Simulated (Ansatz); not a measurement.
The relaxed structure here is a generated cell of Al2O3: the first start was made by a random draw of sites in a space group, and the end was not matched to a known phase here, so it may be hypothetical. Known forms of Al2O3 include space group No. 167.

One stationary structure of Al$_{2}$O$_{3}$. Space group Pm-3 (No. 200). Calculation: r2SCAN (plane waves to 500 eV, PAW, scalar-relativistic; Ansatz, a quantum-chemistry and plane-wave program).

```cif
data_Al4O6
_chemical_formula_sum 'Al4 O6'
_space_group_name_H-M_alt 'P 1'
_space_group_IT_number 1
_cell_length_a 5.64936
_cell_length_b 5.64936
_cell_length_c 5.64936
_cell_angle_alpha 90.000
_cell_angle_beta 90.000
_cell_angle_gamma 90.000
loop_
_space_group_symop_operation_xyz
  'x, y, z'
loop_
_atom_site_label
_atom_site_type_symbol
_atom_site_fract_x
_atom_site_fract_y
_atom_site_fract_z
_atom_site_occupancy
Al1 Al 0.00000 0.50000 0.50000 1
Al2 Al 0.50000 0.00000 0.50000 1
Al3 Al 0.50000 0.50000 0.00000 1
Al4 Al 0.50000 0.50000 0.50000 1
O1 O 0.79099 0.50000 0.00000 1
O2 O 0.20901 0.50000 0.00000 1
O3 O 0.00000 0.79099 0.50000 1
O4 O 0.00000 0.20901 0.50000 1
O5 O 0.50000 0.00000 0.79099 1
O6 O 0.50000 0.00000 0.20901 1
```

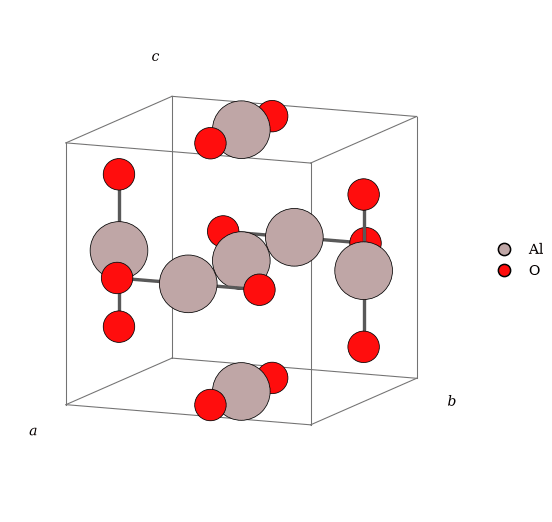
*The conventional cell of the relaxed structure*

For Al2O3, the volume per atom comes out as 18.03 Å³ and the band gap comes out as no gap on the sampled points, where the bands overlap only slightly; such a result is sensitive to mesh and level. The shortest distances comes out as Al–O 1.64 Å; O–O 2.36 Å; Al–Al 2.82 Å and the k-mesh is 8×8×8.

Band energies at high-symmetry points (eV from the Fermi level; labels of this space group; no spin-orbit coupling), from −5 eV up to 5.0 eV:

```
point                                                                                                                                    energies
-----  ------------------------------------------------------------------------------------------------------------------------------------------
Γ      -4.92 -3.53 -3.53 -2.56 -2.56 -2.56 -1.96 -0.86 -0.86 -0.86 -0.53 -0.53 -0.53 -0.14 -0.14 -0.14 -0.10 -0.10 -0.10 2.61 2.61 2.61 4.90 4.90
X                  -3.55 -3.12 -2.75 -2.26 -1.95 -1.91 -1.52 -1.03 -0.80 -0.62 -0.60 -0.38 -0.29 -0.16 -0.15 -0.12 -0.12 0.01 1.37 2.84 3.02 4.85
M                         -3.68 -2.37 -2.34 -2.31 -1.95 -1.75 -1.62 -1.54 -1.12 -0.81 -0.78 -0.39 -0.38 -0.30 -0.14 0.01 0.05 0.11 1.79 2.02 3.20
R                       -2.61 -2.61 -2.61 -2.33 -2.33 -2.33 -1.30 -0.74 -0.74 -0.73 -0.73 -0.73 -0.47 -0.47 -0.47 -0.22 -0.22 0.41 2.30 2.30 2.30
X1                 -3.55 -3.12 -2.75 -2.26 -1.95 -1.91 -1.52 -1.03 -0.80 -0.62 -0.60 -0.38 -0.29 -0.16 -0.15 -0.12 -0.12 0.01 1.37 2.84 3.02 4.85
```

No spin polarisation in the result.

The run could not lose the symmetry of its start: the end is stationary, and may be a saddle point rather than a minimum.
